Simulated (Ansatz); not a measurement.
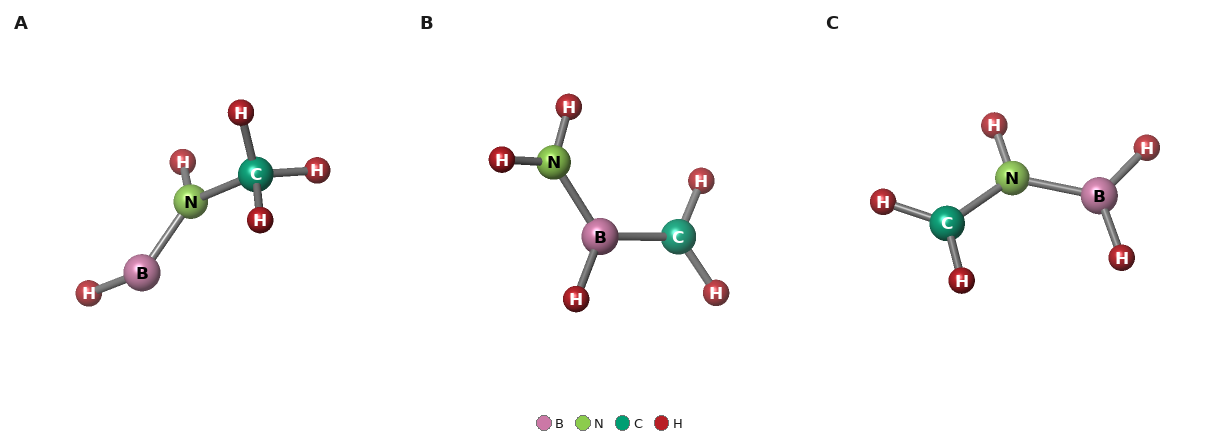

3 stationary structures of one formula. State: neutral, doublet. Geometries: PBE0-D4/def2-TZVP. Electronic energies: UHF-CCSD(T) (frozen core)/def2-TZVPP (Ansatz 0.2.0), without zero-point energy. No frequency run is at hand to confirm each as a minimum. Each is one conformer, not always the lowest.

Rank them by energy, lowest first.

B is lowest (Cs); C lies 15.1 kcal/mol above it (Cs), A lies 25.3 kcal/mol above it (Cs).
